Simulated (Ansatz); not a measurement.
The relaxed structure here is a generated cell of Si2Ni: the first start was made by placing the elements on the sites of a structure type, and the end was not matched to a known phase here, so it may be hypothetical. Known forms of Si2Ni include space group No. 225.

A relaxed structure of Si2Ni. All values below come from PBEsol (plane waves to 420 eV, PAW, scalar-relativistic; Ansatz, an electronic-structure program).

```cif
data_Ni4Si8
_chemical_formula_sum 'Si8 Ni4'
_space_group_name_H-M_alt 'P 1'
_space_group_IT_number 1
_cell_length_a 4.53413
_cell_length_b 5.31953
_cell_length_c 7.16306
_cell_angle_alpha 101.980
_cell_angle_beta 101.746
_cell_angle_gamma 108.391
loop_
_space_group_symop_operation_xyz
  'x, y, z'
loop_
_atom_site_label
_atom_site_type_symbol
_atom_site_fract_x
_atom_site_fract_y
_atom_site_fract_z
_atom_site_occupancy
Si1 Si 0.10547 0.73250 0.13905 1
Si2 Si 0.60840 0.82378 0.57455 1
Si3 Si 0.56892 0.61268 0.19001 1
Si4 Si 0.15762 0.74875 0.77783 1
Si5 Si 0.39160 0.17622 0.42545 1
Si6 Si 0.89453 0.26750 0.86095 1
Si7 Si 0.84238 0.25125 0.22217 1
Si8 Si 0.43108 0.38732 0.80999 1
Ni1 Ni 0.70471 0.85895 0.94094 1
Ni2 Ni 0.03635 0.74720 0.45654 1
Ni3 Ni 0.29529 0.14105 0.05906 1
Ni4 Ni 0.96365 0.25280 0.54346 1
```

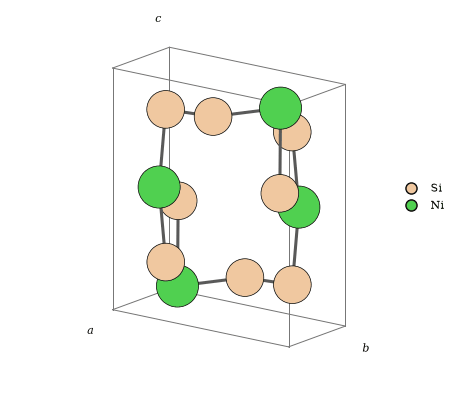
The conventional cell of the relaxed structure

For Si2Ni, the volume per atom is 12.79 Å³. The density is 4.97 g/cm³. The band gap comes out as zero (metallic) and the shortest distances is Ni–Si 2.25 Å; Si–Si 2.36 Å; Ni–Ni 2.48 Å. The k-mesh is 10×9×6.

Band energies at high-symmetry points (eV from the Fermi level; labels of this space group; no spin-orbit coupling), from −5 eV up to 3.3 eV:

```
point                                                                                                                                                                                                      energies
-----  ------------------------------------------------------------------------------------------------------------------------------------------------------------------------------------------------------------
Γ                -4.58 -4.41 -4.05 -3.92 -3.89 -3.84 -3.54 -3.36 -3.21 -2.98 -2.94 -2.72 -2.63 -2.53 -2.45 -2.40 -2.33 -1.88 -1.83 -1.47 -1.44 -1.27 -0.64 -0.35 -0.11 0.37 0.41 0.48 1.13 1.19 2.37 2.56 2.70 3.19
X                                   -4.95 -4.72 -4.46 -4.44 -3.81 -3.64 -3.48 -3.33 -2.99 -2.97 -2.78 -2.70 -2.67 -2.64 -2.54 -2.45 -2.29 -2.27 -1.95 -1.72 -1.64 -1.49 -1.39 -0.80 -0.56 -0.38 0.21 0.25 2.67 2.98
Y          -4.93 -4.73 -4.25 -4.15 -3.86 -3.62 -3.51 -3.49 -3.41 -3.35 -3.10 -3.06 -2.74 -2.70 -2.63 -2.40 -2.30 -2.26 -2.17 -1.76 -1.50 -1.48 -1.04 -0.68 -0.51 -0.07 0.31 0.44 0.91 1.20 1.73 1.86 2.39 2.44 2.85
Z                               -4.92 -4.84 -4.50 -4.32 -3.92 -3.76 -3.49 -3.42 -3.28 -3.10 -3.03 -2.94 -2.73 -2.55 -2.50 -2.45 -2.35 -2.22 -2.14 -2.04 -1.76 -1.56 -1.20 -0.81 -0.26 0.50 0.87 2.00 2.28 2.64 3.28
R2                                     -4.63 -4.59 -4.11 -3.90 -3.64 -3.55 -3.47 -3.32 -3.04 -2.93 -2.89 -2.87 -2.75 -2.67 -2.45 -2.45 -2.34 -2.18 -1.95 -1.79 -1.31 -1.10 -0.93 0.25 1.02 1.32 2.08 2.55 2.60 3.08
T2                    -4.63 -4.46 -4.12 -4.09 -3.97 -3.80 -3.59 -3.58 -3.51 -3.24 -3.18 -2.96 -2.90 -2.67 -2.65 -2.45 -2.40 -2.26 -2.25 -1.94 -1.85 -1.74 -0.88 -0.71 -0.46 0.58 0.60 0.91 1.53 2.16 2.40 3.03 3.09
U2                                    -4.23 -3.95 -3.91 -3.81 -3.77 -3.52 -3.33 -3.30 -3.03 -3.02 -2.91 -2.87 -2.64 -2.59 -2.50 -2.46 -2.25 -2.14 -1.86 -1.84 -1.60 -0.99 -0.55 -0.38 0.33 0.47 1.27 1.35 2.49 2.69
V2     -4.65 -4.41 -4.16 -4.11 -3.90 -3.71 -3.58 -3.45 -3.40 -3.24 -3.14 -3.07 -3.00 -2.64 -2.58 -2.50 -2.50 -2.43 -2.06 -2.02 -1.80 -1.58 -1.53 -1.19 -0.51 0.10 0.22 0.77 0.85 1.19 1.65 1.88 2.35 2.39 3.02 3.11
```

No spin polarisation in the result. A magnetic state may lie lower.

It was reached from a disturbed copy of a Fddd (No. 70) cell, against which it lies -0.12 eV/atom.
